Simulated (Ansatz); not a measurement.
# Calculations on Si₃PH₉ClF

### Relaxation

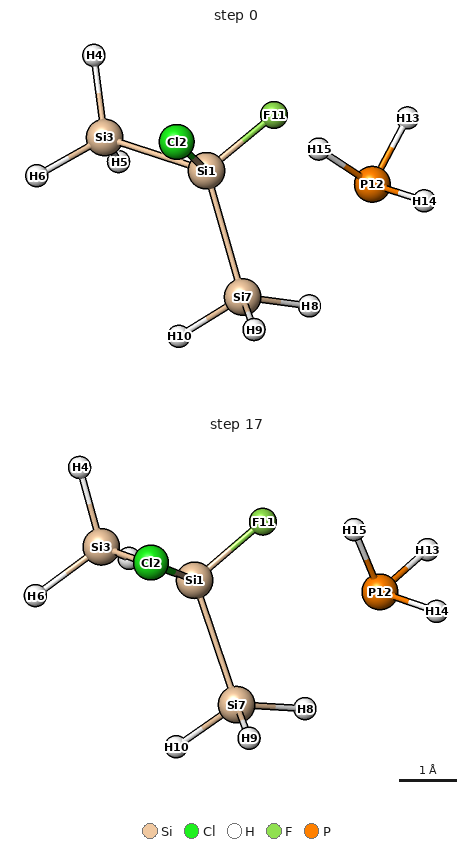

The structure of Si$_{3}$PH$_{9}$ClF before (top) and after (bottom) a relaxation, at one scale.

A ball-and-stick model, seen at a tilt.

The run prepares an end point of a later path (reaction) calculation, from a guessed geometry.

Computed with RKS BHLYP-D4/6-31G* in Ansatz. (no spin polarisation; force threshold 0.03 eV/Å; at most 50 steps)

What changed between the two?

H15 moves most after the best rigid fit: 0.81 Å. Largest moves by element: H 0.81 Å, Cl 0.50 Å, F 0.37 Å, Si 0.23 Å, P 0.21 Å. Among the contacts that change: Si1–Cl2 2.112 → 2.075 Å, P12–H14 1.414 → 1.409 Å, P12–H13 1.403 → 1.408 Å. The energy falls by 0.154 eV in 14 accepted moves (17 points after the start). Largest force component: 0.53 eV/Å at the start, 0.026 eV/Å at the end. The line search rejected the trial steps at points 8, 9, 12 of the run.

Limits of the set-up: the start holds two separate molecules, 2.6 Å apart at their closest, whose relative position is a soft coordinate.

### Relaxation

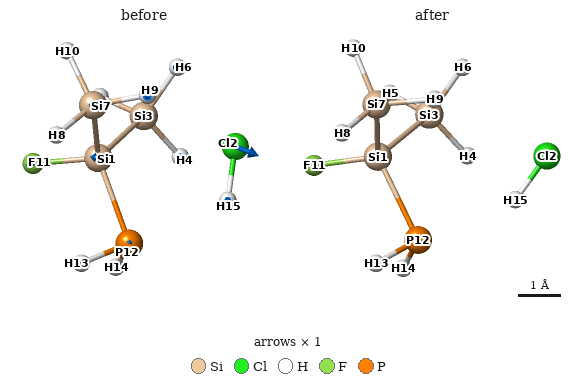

The structure of Si$_{3}$PH$_{9}$ClF before (left) and after (right) a relaxation, at one scale. The blue arrows give the displacements, at their true length.

A ball-and-stick model, seen from a free direction.

The run prepares an end point of a later path (reaction) calculation, from a guessed geometry.

Computed with RKS BHLYP-D4/6-31G* in Ansatz. (no spin polarisation; force threshold 0.03 eV/Å; at most 50 steps)

> What changed between the two?

After 6 accepted moves (8 points after the start) the energy has fallen by 0.175 eV. The largest force component goes from 1 to 0.026 eV/Å. The line search rejected the trial steps at points 3, 6 of the run. Cl2 moves most after the best rigid fit: 0.61 Å. By element the largest moves are Cl 0.61 Å, H 0.22 Å, Si 0.21 Å, F 0.21 Å, P 0.09 Å. Some distances before and after: Si1–P12 2.207 → 2.256 Å, Cl2–H15 1.330 → 1.287 Å, Si1–F11 1.629 → 1.619 Å, Si1–Si7 2.344 → 2.339 Å. Bond angles that change, for instance: Si7–Si1–F11 103.0° → 108.6°, Si1–Si7–H9 113.9° → 108.6°, Si3–Si1–P12 112.4° → 107.6°. The run took 40 s on 4 threads of Arm Neoverse V1 (shared host), peak memory 0.38 GiB.

Limits of the set-up: the start holds two separate molecules, 2.6 Å apart at their closest, whose relative position is a soft coordinate.

### Path

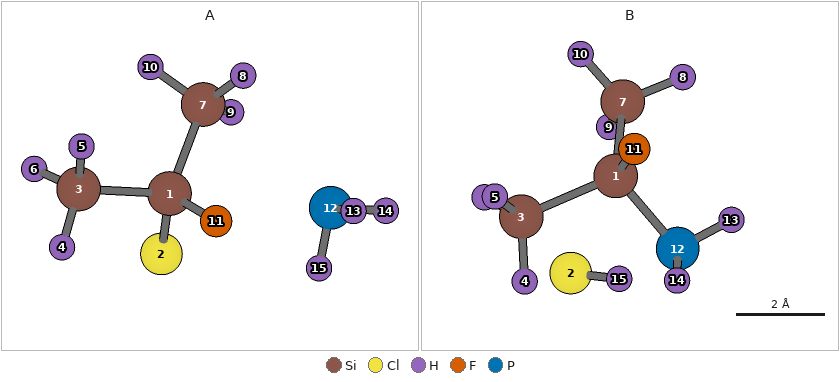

The two relaxed end points of a path for Si$_{3}$PH$_{9}$ClF, made up at the start of Si3H6ClF and PH3. Style: ball-and-stick. Shown at a tilt.

Level of theory: Ansatz, RKS BHLYP-D4/6-31G*.

Settings: 5 movable images; climbing image; force threshold 0.05 eV/Å; iteration limit 60.

Start:
```xyz
15

Si    0.4486    0.2471    0.0516
Cl    0.9534    0.4985    2.0483
Si    2.4431   -0.0533   -1.1295
H     3.1733   -1.2309   -0.6201
H     2.1493   -0.2372   -2.5666
H     3.2731    1.1569   -0.9615
Si   -0.8509    2.0706   -0.6340
H    -1.8825    1.6293   -1.5918
H    -1.4507    2.7796    0.5068
H     0.0727    2.9903   -1.3386
F    -0.3819   -1.1307   -0.0296
P    -3.0184   -0.2871    1.3226
H    -3.4685   -1.3872    0.5686
H    -4.2251   -0.1205    2.0306
H    -2.3981   -1.0652    2.3171
```

End:
```xyz
15

Si   -0.6904    0.0698   -0.7628
Cl    0.6964    0.9779    2.9989
Si    1.5790   -0.4745   -0.4953
H     1.7406   -1.5152    0.5401
H     2.0932   -0.9859   -1.7827
H     2.3440    0.7244   -0.1058
Si   -1.1078    2.3713   -0.7903
H    -2.5477    2.6285   -1.0038
H    -0.7012    2.9389    0.5093
H    -0.3368    3.0201   -1.8703
F    -1.2149   -0.5664   -2.1563
P    -1.8156   -0.8147    0.9816
H    -3.1310   -0.6489    0.5119
H    -1.6931   -2.1731    0.6376
H    -0.3771    0.3081    2.7620
```

Predict the minimum-energy path and its barrier.

The energy climbs by 1.56 eV to image 3 and then falls by 0.64 eV, so the end point sits at +0.92 eV. Breaking: P12–H15 (1.41 → 1.53 at the top → 2.55 Å), Si1–Cl2 (2.07 → 3.25 at the top → 4.11 Å). Forming: Cl2–H15 (3.71 → 1.76 at the top → 1.29 Å), Si1–P12 (3.73 → 2.29 at the top → 2.26 Å). The band converged in 59 iterations, with a climbing image at the top. At the top, the vibrational analysis gives one imaginary mode (690i cm⁻¹), as a transition state must have.

Energies of the converged images:

```tsv
image	path (Å)	E (eV)
0	0.00	0.000
1	2.51	0.060
2	5.01	0.914
3	7.52	1.558
4	10.46	1.042
5	13.40	1.008
6	16.34	0.915
```

The geometry at the top of the path:

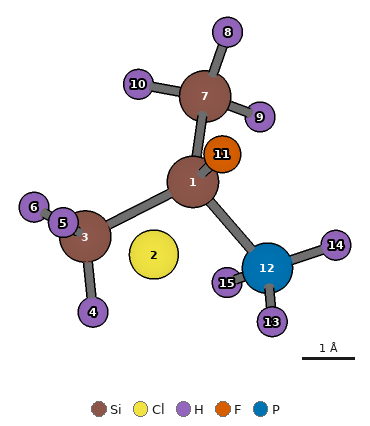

Limits of the set-up: the start holds two separate molecules, 3.1 Å apart at their closest, whose relative position is a soft coordinate.

Cost: 19 min on 4 threads of Arm Neoverse V1, with other jobs on the host, peak memory 0.43 GiB.
